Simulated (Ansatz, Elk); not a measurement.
## Zn3Br: X-ray structure factors from the self-consistent density

Structure refinements treat a crystal as free atoms side by side. For a made-up structure of Zn3Br (cell and positions from a r2SCAN relaxation) the runs below show what the calculated density changes in F(hkl).

Calculated with Elk 11.2.3 (patched build); DFT, PBE, all-electron APW+lo, Dirac cores, scalar-relativistic bands, static density, no spin.

The structure was built from a prototype and need not be the compound's stable phase.

### Step 1. Set-up

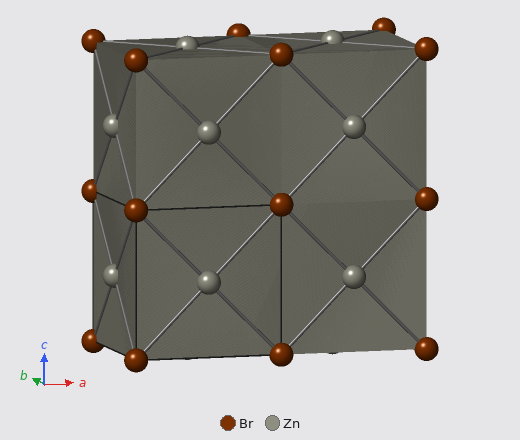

The starting structure, seen slightly off an axis (bromine brown, zinc grey). 2×1×2 cells are drawn. Some periodic images of atoms are drawn too.

### Step 2. Ground state and structure factors

An all-electron density is needed, since X-rays see the cores too. Task 0 finds the density and task 195 Fourier-transforms it; tshift is off so that phases refer to the origin typed.

File elk.in:

```
tasks
  0
  195

xctype
  20

spinpol
  .false.

rgkmax
  7.0

gmaxvr
  14.0

lmaxo
  7

lmaxapw
  8

swidth
  0.002

tshift
  .false.

ramdisk
  .false.

hmaxvr
  5.5

maxscl
  120

epspot
  1e-06

sppath
  './'

avec
  8.18218800184 -0.00000000000 -0.00000000000
  -0.00000000000 8.18218800184 -0.00000000000
  -0.00000000000 0.00000000000 8.18218800184

atoms
  2
  'Br.in'
  1
  -0.0000000000 -0.0000000000 0.0000000000   0.000000 0.000000 0.000000
  'Zn.in'
  3
  0.5000000000 0.5000000000 -0.0000000000   0.000000 0.000000 0.000000
  0.5000000000 0.0000000000 0.5000000000   0.000000 0.000000 0.000000
  -0.0000000000 0.5000000000 0.5000000000   0.000000 0.000000 0.000000

ngridk
  5 5 5
```

Run with:

```sh
$ OMP_NUM_THREADS=4 elk
```

Numbers of over 12 decimals in the logs are rounded to 6 here.

The program printed:

```text
┌─────────────────────────┐
│ Elk code version 11.2.3 │
└─────────────────────────┘

All units are atomic (Hartree, Bohr, etc.)

┌─────────────────────────────────────────────────┐
│ Ground-state run starting from atomic densities │
└─────────────────────────────────────────────────┘

Lattice vectors :
   8.182188002      -0.000000000      -0.000000000
  -0.000000000       8.182188002      -0.000000000
  -0.000000000       0.000000000       8.182188002

Reciprocal lattice vectors :
  0.7679101612       0.000000000       0.000000000
   0.000000000      0.7679101612       0.000000000
   0.000000000       0.000000000      0.7679101612

Unit cell volume      :    547.7827629
Brillouin zone volume :   0.4528258833

Muffin-tin inner radius fraction :   0.1000000000E-01

Nuclei treated as point charges

Species : 1 (Br)
 parameters loaded from : Br.in
 name : bromine
 nuclear charge    :   -35.00000000
 electronic charge :    35.00000000
 atomic mass :    145656.0816
 muffin-tin radius :    2.400000000
 number of radial points in muffin-tin :    993
 inner part over the whole radius :   0.9934012010E-02
 number on inner part of muffin-tin    :    703
 approximate nuclear radius :   0.7858070945E-04
 number of mesh points to nuclear radius :    344
 atomic positions (lattice), magnetic fields (Cartesian) :
  1 :   0.00000000  0.00000000  0.00000000    0.00000000  0.00000000  0.00000000

Species : 2 (Zn)
 parameters loaded from : Zn.in
 name : zinc
 nuclear charge    :   -30.00000000
 electronic charge :    30.00000000
 atomic mass :    119233.3130
 muffin-tin radius :    2.400000000
 number of radial points in muffin-tin :    993
 inner part over the whole radius :   0.9843840322E-02
 number on inner part of muffin-tin    :    701
 approximate nuclear radius :   0.7484757725E-04
 number of mesh points to nuclear radius :    337
 atomic positions (lattice), magnetic fields (Cartesian) :
  1 :   0.50000000  0.50000000  0.00000000    0.00000000  0.00000000  0.00000000
  2 :   0.50000000  0.00000000  0.50000000    0.00000000  0.00000000  0.00000000
  3 :   0.00000000  0.50000000  0.50000000    0.00000000  0.00000000  0.00000000

Total number of atoms per unit cell :    4
Total muffin-tin volume :    231.6233432
 ratio of muffin-tin to unit cell volume :   0.4228379549

Spin treatment :
 spin-unpolarised

Number of Bravais lattice symmetries :   48
Number of crystal symmetries         :   48
Crystal has inversion symmetry
Real symmetric eigensolver will be used

k-point grid :      5     5     5
k-point offset :    0.000000000       0.000000000       0.000000000
k-point set is reduced with full crystal symmetry group
Total number of k-points :       10

Muffin-tin radius times maximum |G+k| :    7.000000000
 using average radius
Maximum |G+k| for APW functions       :    2.916666667
Maximum (1/2)|G+k|²                   :    4.253472222
Maximum |G| for potential and density :    14.00000000
Constant for pseudocharge density :    8
 order of it for each species :   15  15
 order of it for pair densities of each species (exact exchange by exxq0 0: 16) :   10  10
Radial integration step length :    1

G-vector grid sizes :     40    40    40
Number of G-vectors :    25413

Maximum angular momentum used for
 APW functions            :    8
 outer part of muffin-tin :    7
 inner part of muffin-tin :    2

Total nuclear charge    :   -125.0000000
Total core charge       :    54.00000000
Total valence charge    :    71.00000000
Total excess charge     :    0.000000000
Total electronic charge :    125.0000000

Effective Wigner radius, rₛ :    1.015164869

Number of empty states         :     16
Total number of valence states :     52
Total number of core states    :     54

Third-order local-orbitals added for an l without core states : T
Total number of local-orbitals :     86

Exchange-correlation functional :     20     0     0
 Perdew-Burke-Ernzerhof, Phys. Rev. Lett. 77, 3865 (1996)
 gradient requirement :    1
[...]
Madelung                    :     -9662.6584443013
 xc potential                :     -404.81811051093
 exchange                    :     -300.94529657335
 correlation                 :     -6.054155
 electron entropic           :    -0.61510627353968E-03
 total energy                :     -7995.7066407046

Density of states at Fermi energy :    49.22608139
 (states/Hartree/unit cell)

Estimated indirect band gap :   0.1021775293E-01
 from k-point 7 to k-point 4
Estimated direct band gap   :   0.1054443572E-01
 at k-point 7

Charges :
 core                        :    54.00000000
 valence                     :    71.00000000
 interstitial                :    5.526576304
 muffin-tins (core leakage)
  species : 1 (Br)
   atom 1                    :    33.47028739     (  0.2271367896E-04)
  species : 2 (Zn)
   atom 1                    :    28.66771210     (  0.8184307973E-04)
[...]
total in muffin-tins        :    119.4734237
 total calculated charge     :    124.9996316
 total charge                :    125.0000000
 error                       :   0.3684146892E-03

RMS change in Kohn-Sham potential (target) :   0.1599440625     (  0.1000000000E-05)
Absolute change in total energy (target)   :   0.1544043758     (  0.1000000000E-03)

[... loops 3 to 13 left out ...]

┌──────────────────┐
│ Loop number : 14 │
└──────────────────┘

Energies :
 Fermi                       :     0.165064
 sum of occupied eigenvalues :     -4604.0714465970
 electron kinetic            :      8159.7455028255
 core electron kinetic       :      7282.7435898235
 Coulomb                     :     -15847.476594285
 Coulomb potential           :     -12364.291416275
 nuclear-nuclear             :     -1097.0106358428
 electron-nuclear            :     -17162.436694640
 Hartree                     :      2411.9707361970
 Madelung                    :     -9665.3308861479
 xc potential                :     -399.52553314752
 exchange                    :     -301.15018599277
 correlation                 :     -6.054110
 electron entropic           :    -0.63162109715084E-03
 total energy                :     -7994.9360188184

Density of states at Fermi energy :    51.29066049
 (states/Hartree/unit cell)

Estimated indirect band gap :   0.1113307578E-01
 from k-point 7 to k-point 4
Estimated direct band gap   :   0.1496067913E-01
 at k-point 7

Charges :
 core                        :    54.00000000
 valence                     :    71.00000000
 interstitial                :    5.389097650
 muffin-tins (core leakage)
  species : 1 (Br)
[...]
species : 2 (Zn)
[...]
total in muffin-tins        :    119.6109024
 total calculated charge     :    124.9996417
 total charge                :    125.0000000
 error                       :   0.3583152216E-03

RMS change in Kohn-Sham potential (target) :   0.1090530338E-06 (  0.1000000000E-05)
Absolute change in total energy (target)   :   0.9707743629E-04 (  0.1000000000E-03)

Convergence targets achieved

┌──────────────────┐
│ Loop number : 15 │
└──────────────────┘

Energies :
 Fermi                       :     0.165064
 sum of occupied eigenvalues :     -4604.0714517259
 electron kinetic            :      8159.7454962875
 core electron kinetic       :      7282.7435878082
 Coulomb                     :     -15847.476594705
 Coulomb potential           :     -12364.291413542
 nuclear-nuclear             :     -1097.0106358428
 electron-nuclear            :     -17162.436698127
 Hartree                     :      2411.9707392651
 Madelung                    :     -9665.3308879343
 xc potential                :     -399.52553447174
 exchange                    :     -301.15018615947
 correlation                 :     -6.054110
 electron entropic           :    -0.63162129734314E-03
 total energy                :     -7994.9360259315

Density of states at Fermi energy :    51.29067690
 (states/Hartree/unit cell)

Estimated indirect band gap :   0.1113307491E-01
 from k-point 7 to k-point 4
Estimated direct band gap   :   0.1496070133E-01
 at k-point 7

Charges :
 core                        :    54.00000000
 valence                     :    71.00000000
 interstitial                :    5.389097079
 muffin-tins (core leakage)
  species : 1 (Br)
[...]
species : 2 (Zn)
   atom 1                    :    28.72726905     (  0.7980873247E-04)
   atom 2                    :    28.72726905     (  0.7980873247E-04)
   atom 3                    :    28.72726905     (  0.7980873247E-04)
 total in muffin-tins        :    119.6109029
 total calculated charge     :    124.9996417
 total charge                :    125.0000000
 error                       :   0.3583152754E-03

┌──────────────────────────────┐
│ Self-consistent loop stopped │
└──────────────────────────────┘

Wrote STATE.OUT
```

Wall time 13 s (4 threads of AMD EPYC 7B13 (Zen 3), shared host); peak memory 0.18 GiB.

SFACRHO.OUT:

```text

h k l indices transformed by vhmat matrix:
   1.000000000       0.000000000       0.000000000    
   0.000000000       1.000000000       0.000000000    
   0.000000000       0.000000000       1.000000000    

      h      k      l  multipl.   |H|            Re(F)            Im(F)           |F|

      0      0      0      1   0.0000000       125.00000      0.11057292E-16   125.00000    
      0      1      0      6  0.76791016       4.3815934      0.64142342E-14   4.3815934    
      0     -1      1     12   1.0859890       4.0321687     -0.27971853E-14   4.0321687    
      1     -1     -1      8   1.3300594       100.18905      0.56495351E-14   100.18905    
     -2      0      0      6   1.5358203       95.384237      0.11152448E-13   95.384237    
     -1      0     -2     24   1.7170993       3.2915566     -0.53890579E-14   3.2915566    
     -2      1      1     24   1.8809881       3.2350104     -0.19811403E-13   3.2350104    
     -2      2      0     12   2.1719779       82.078054      0.45022975E-14   82.078054    
     -2     -1      2     24   2.3037305       3.3065714     -0.60515692E-15   3.3065714    
      3      0      0      6   2.3037305       3.3191016      0.13943632E-13   3.3191016    
     -3      0     -1     24   2.4283451       3.3544865      0.57631058E-16   3.3544865    
     -3     -1      1     24   2.5468699       74.968100      0.11127276E-13   74.968100    
      2      2      2      8   2.6601188       72.944960     -0.25531901E-13   72.944960    
      0     -2     -3     24   2.7687395       3.5340251     -0.12334807E-13   3.5340251    
     -2      3      1     48   2.8732567       3.5757387     -0.15323897E-13   3.5757387    
      0      0      4      6   3.0716406       65.909600     -0.15056952E-13   65.909600    
      0      4     -1     24   3.1661747       3.6778481     -0.36706700E-14   3.6778481    
      3      2      2     24   3.1661747       3.6864963      0.11141712E-13   3.6864963
```

Elk indexes on the primitive cell of elk.in and gives |H| = 4π sin θ/λ in inverse bohr. Below, one row stands for each form hkl of the conventional cell (m members, Friedel mates merged), F is for one primitive cell and the density is static (no thermal factor). Free-atom factors are Waasmaier and Kirfel's, and R is Σm||F|−|F'||/Σm|F|.

| hkl | m | sin θ/λ (Å⁻¹) | abs F, DFT | neutral atoms | diff. |
| --- | --- | --- | --- | --- | --- |
| 100 | 6 | 0.116 | 4.382 | 4.365 | +0.017 |
| 110 | 12 | 0.163 | 4.032 | 3.827 | +0.205 |
| 111 | 8 | 0.200 | 100.189 | 100.577 | -0.388 |
| 200 | 6 | 0.231 | 95.384 | 95.911 | -0.527 |
| 210 | 24 | 0.258 | 3.292 | 3.150 | +0.141 |
| 211 | 24 | 0.283 | 3.235 | 3.124 | +0.111 |
| 220 | 12 | 0.327 | 82.078 | 82.444 | -0.366 |
| 221 | 24 | 0.346 | 3.307 | 3.253 | +0.053 |
| 300 | 6 | 0.346 | 3.319 | 3.253 | +0.066 |
| 310 | 24 | 0.365 | 3.354 | 3.322 | +0.033 |
| 311 | 24 | 0.383 | 74.968 | 75.188 | -0.220 |
| 222 | 8 | 0.400 | 72.945 | 73.106 | -0.161 |
| 320 | 24 | 0.416 | 3.534 | 3.519 | +0.015 |
| 321 | 48 | 0.432 | 3.576 | 3.574 | +0.002 |

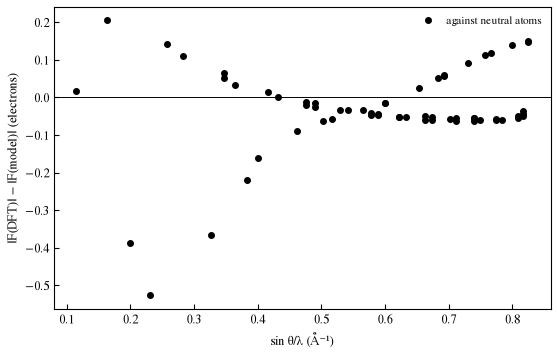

Difference between the calculated structure factors and the independent-atom ones.

### Step 3. The highest occupied states alone

An energy window below the Fermi level keeps the highest occupied states, to see at which angles they scatter; shallow core shells can lie inside it and anion s states outside. No new self-consistency is needed.

Changes to elk.in since step 2:

```diff
@@ -1,3 +1,2 @@
 tasks
-  0
   195
@@ -40,2 +39,5 @@
 
+wsfac
+  -0.275930 0.465060
+
 sppath
```

Run with:

```sh
$ OMP_NUM_THREADS=4 elk
```

The program printed:

```text
┌─────────────────────────────────┐
│ Elk code version 11.2.3 started │
└─────────────────────────────────┘

Info(readinput): the functional depends on the density's gradient
 muffin-tin radial points multiplied by    2.00000
 (not where nrmtscf is given)

┌────────────────────┐
│ Current task : 195 │
└────────────────────┘

Info(sfacrho): density structure factors written to SFACRHO.OUT

 Energy window :  -0.2759300000      0.4650600000

┌──────────────────┐
│ Elk code stopped │
└──────────────────┘
```

Run time: 5.4 s. Hardware: 4 threads; peak memory 0.16 GiB; 6.9 s of CPU time.

States within 12 eV below the Fermi level hold 41.00 electrons; any levels below the window count with the cores. Their amplitudes can exceed the total, where window and core parts have opposite phase:

| hkl | sin θ/λ (Å⁻¹) | abs F, window | abs F, all |
| --- | --- | --- | --- |
| 100 | 0.116 | 6.785 | 4.382 |
| 110 | 0.163 | 6.492 | 4.032 |
| 111 | 0.200 | 23.720 | 100.189 |
| 200 | 0.231 | 21.012 | 95.384 |
| 210 | 0.258 | 5.900 | 3.292 |
| 211 | 0.283 | 5.632 | 3.235 |
| 220 | 0.327 | 14.783 | 82.078 |
| 221 | 0.346 | 4.763 | 3.307 |
| 300 | 0.346 | 4.751 | 3.319 |
| 310 | 0.365 | 4.490 | 3.354 |

### Step 4. Another functional

The difference from free atoms is small, so it is set against the change that PBEsol makes.

Changes to elk.in since step 3:

```diff
@@ -1,2 +1,3 @@
 tasks
+  0
   195
@@ -4,3 +5,3 @@
 xctype
-  20
+  22
 
@@ -39,5 +40,2 @@
 
-wsfac
-  -0.275930 0.465060
-
 sppath
```

Run with:

```sh
$ OMP_NUM_THREADS=4 elk
```

The program printed:

```text
┌─────────────────────────┐
│ Elk code version 11.2.3 │
└─────────────────────────┘

All units are atomic (Hartree, Bohr, etc.)

┌─────────────────────────────────────────────────┐
│ Ground-state run starting from atomic densities │
└─────────────────────────────────────────────────┘

Lattice vectors :
   8.182188002      -0.000000000      -0.000000000
  -0.000000000       8.182188002      -0.000000000
  -0.000000000       0.000000000       8.182188002

Reciprocal lattice vectors :
  0.7679101612       0.000000000       0.000000000
[...]
valence                     :    71.00000000
 interstitial                :    5.415742242
 muffin-tins (core leakage)
  species : 1 (Br)
[...]
species : 2 (Zn)
[...]
atom 2                    :    28.72459578     (  0.8141780333E-04)
   atom 3                    :    28.72459578     (  0.8141780333E-04)
 total in muffin-tins        :    119.5842578
 total calculated charge     :    124.9996389
 total charge                :    125.0000000
 error                       :   0.3611417895E-03

┌──────────────────────────────┐
│ Self-consistent loop stopped │
└──────────────────────────────┘

Wrote STATE.OUT
[key lines of the parts left out:]
total energy                :     -7989.0089155533
```

Elapsed: 12 s, on 4 threads; peak memory 0.19 GiB.

Against the first run R = 0.03 %; the largest change is -0.030 at 111.

### Step 5. A coarser k-mesh

About half the k-points along each axis test the sampling.

Changes to elk.in since step 4:

```diff
@@ -5,3 +5,3 @@
 xctype
-  22
+  20
 
@@ -60,2 +60,2 @@
 ngridk
-  5 5 5
+  2 2 2
```

Run with:

```sh
$ OMP_NUM_THREADS=4 elk
```

The program printed:

```text
┌─────────────────────────┐
│ Elk code version 11.2.3 │
└─────────────────────────┘

All units are atomic (Hartree, Bohr, etc.)

┌─────────────────────────────────────────────────┐
│ Ground-state run starting from atomic densities │
└─────────────────────────────────────────────────┘

Lattice vectors :
   8.182188002      -0.000000000      -0.000000000
  -0.000000000       8.182188002      -0.000000000
  -0.000000000       0.000000000       8.182188002

Reciprocal lattice vectors :
  0.7679101612       0.000000000       0.000000000
[...]
valence                     :    71.00000000
 interstitial                :    5.359193320
 muffin-tins (core leakage)
  species : 1 (Br)
[...]
species : 2 (Zn)
[...]
atom 2                    :    28.71989605     (  0.7984799367E-04)
   atom 3                    :    28.71989605     (  0.7984799367E-04)
 total in muffin-tins        :    119.6408067
 total calculated charge     :    124.9996811
 total charge                :    125.0000000
 error                       :   0.3189054847E-03

┌──────────────────────────────┐
│ Self-consistent loop stopped │
└──────────────────────────────┘

Wrote STATE.OUT
[key lines of the parts left out:]
total energy                :     -7994.9208849555
```

Wall time 10 s (4 threads); peak memory 0.18 GiB.

Against the first run R = 0.02 %; the largest change is +0.082 at 200.

### Step 6. Basis size

A smaller basis shows how fast F responds to it; the change is likely larger than the basis error of the first run, but doesn't show convergence.

Changes to elk.in since step 5:

```diff
@@ -11,3 +11,3 @@
 rgkmax
-  7.0
+  5.5
 
@@ -60,2 +60,2 @@
 ngridk
-  2 2 2
+  5 5 5
```

Run with:

```sh
$ OMP_NUM_THREADS=4 elk
```

The program printed:

```text
┌─────────────────────────┐
│ Elk code version 11.2.3 │
└─────────────────────────┘

All units are atomic (Hartree, Bohr, etc.)

┌─────────────────────────────────────────────────┐
│ Ground-state run starting from atomic densities │
└─────────────────────────────────────────────────┘

Lattice vectors :
   8.182188002      -0.000000000      -0.000000000
  -0.000000000       8.182188002      -0.000000000
  -0.000000000       0.000000000       8.182188002

Reciprocal lattice vectors :
  0.7679101612       0.000000000       0.000000000
[...]
valence                     :    71.00000000
 interstitial                :    5.528161685
 muffin-tins (core leakage)
  species : 1 (Br)
[...]
species : 2 (Zn)
[...]
atom 2                    :    28.69453384     (  0.8029494055E-04)
   atom 3                    :    28.69453384     (  0.8029494055E-04)
 total in muffin-tins        :    119.4718383
 total calculated charge     :    124.9993912
 total charge                :    125.0000000
 error                       :   0.6088194326E-03

┌──────────────────────────────┐
│ Self-consistent loop stopped │
└──────────────────────────────┘

Wrote STATE.OUT
[key lines of the parts left out:]
total energy                :     -7994.8007269248
```

The job ended after 12 s (4 threads; peak memory 0.18 GiB).

Against the first run R = 0.03 %; the largest change is +0.070 at 311.

### Step 7. Settings against the effect

| run | R against the first run (%) | R against neutral atoms, low angle (%) | wall time |
| --- | --- | --- | --- |
| PBE, rgkmax 7 | 0.00 | 0.93 | 13 s |
| PBEsol | 0.03 | 0.96 | 12 s |
| k-mesh 2×2×2 | 0.02 | 0.93 | 10 s |
| rgkmax 5.5 | 0.03 | 0.89 | 12 s |

### Step 8. Summary of results

| Item | Value |
| --- | --- |
| R against neutral atoms, sin θ/λ < 0.3 Å⁻¹ | 0.93 % |
| R against neutral atoms, 0.3 to 0.82 Å⁻¹ | 0.38 % |

**Reading.** Independent neutral atoms miss the calculated amplitudes by R = 0.93 % below 0.3 Å⁻¹ and 0.38 % from there to 0.82 Å⁻¹; by shells, 0.38 % below 0.15 Å⁻¹ (1 form), 0.94 % 0.15 to 0.3 (5 forms), 0.36 % 0.3 to 0.45 (8 forms), 0.38 % above 0.45 (48 forms). Bonding, aspherical density and the tables' own atoms all enter these figures, and the runs don't part them. The largest change of an amplitude is -0.53 electrons, at 200. The window's part falls from 41.0 electrons at the origin to at most 8.86 between 0.45 and 0.82 Å⁻¹, where compact states inside the window still scatter. Below 0.3 Å⁻¹ the changes that finished (PBEsol, k-mesh 2×2×2 and rgkmax 5.5) move F by R = 0.09 % at most, against the 0.93 % that separates it from free atoms. The electron count is odd, so without spin the run is a metal by force. Part of the difference isn't bonding: the tables are fits to free atoms and ions calculated by other methods than this functional. Thermal motion, anomalous dispersion and extinction are left out.

[Logs are printed without paths, hosts, clocks, repeated set-up lines and the standing remarks that a program may print on its own settings, such as how far it seeks lower states.]

[Hosts, paths, dates, database ids (printed as entryN), source tags and the programs' standing remarks are cut or masked in the printed files.]
